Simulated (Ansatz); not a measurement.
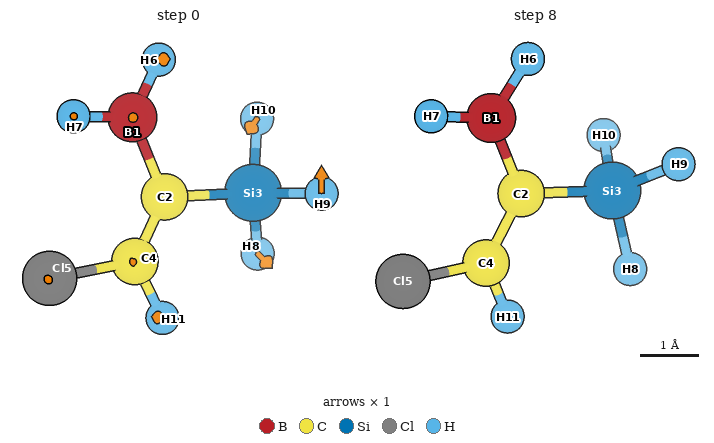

The structure of C2H6BClSi (coarse preliminary run) before (left) and after (right) a relaxation, at one scale. The orange arrows give the displacements, at their true length.

A ball-and-stick model, seen at a tilt.

The start comes from a force field.

All numbers below come from RKS PBE-D4/def2-SVP in Ansatz 0.2.0. (force threshold 0.03 eV/Å; at most 200 steps)

> What changed between the two?

After 7 accepted moves (8 points after the start) the energy has fallen by 59.4 kJ/mol. The largest force component goes from 6.7 to 0.012 eV/Å. The line search rejected the trial step at point 7 of the run. H8 moves most after the best rigid fit: 0.54 Å. By element the largest moves are H 0.54 Å, B 0.18 Å, Cl 0.17 Å, C 0.14 Å, Si 0.06 Å. Among the contacts that change: C2–C4 1.268 → 1.363 Å, B1–H6 1.128 → 1.219 Å, Si3–H8 1.420 → 1.507 Å, C2–Si3 1.832 → 1.891 Å. Among the angles between lasting bonds that change: C2–B1–H6 125.5° → 119.7°, H6–B1–H7 115.7° → 119.0°, B1–C2–Si3 115.7° → 118.6°. Groups turn about C2–Si3 by about 30°. The run took 14 s on 4 threads of Arm Neoverse V1, on a shared host.
